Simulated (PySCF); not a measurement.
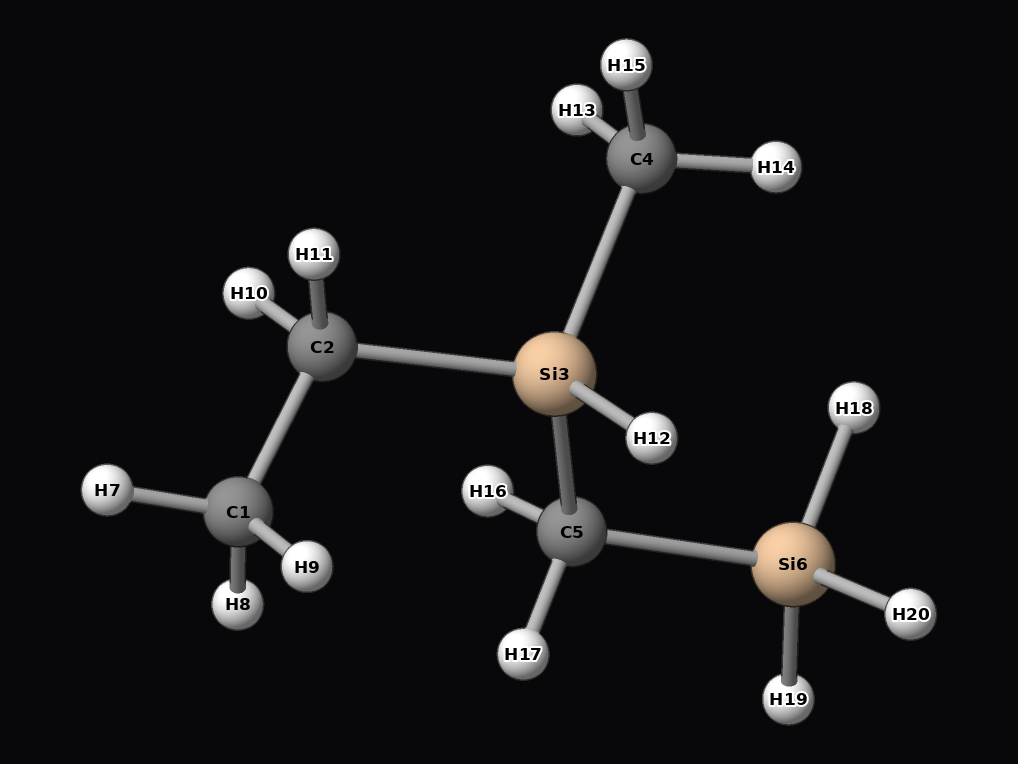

The questions are on isotropic NMR shieldings of the C atoms. Computed geometry: GFN2-xTB optimisation. No frequency run is at hand to confirm it as a minimum. Level of theory: GIAO PBE0/pcSseg-1 NMR shielding, non-relativistic, gas phase (PySCF 2.14.0).

Give the isotropic NMR shieldings of the C atoms atom by atom.

```tsv
atom	σ (ppm)
C1	176.3
C2	174.7
C4	190.7
C5	198.1
```

The geometry is semi-empirical. Around Si such bond lengths and angles can be off by a tenth of an ångström or more and by several degrees, and values that hang on the shape move with them.
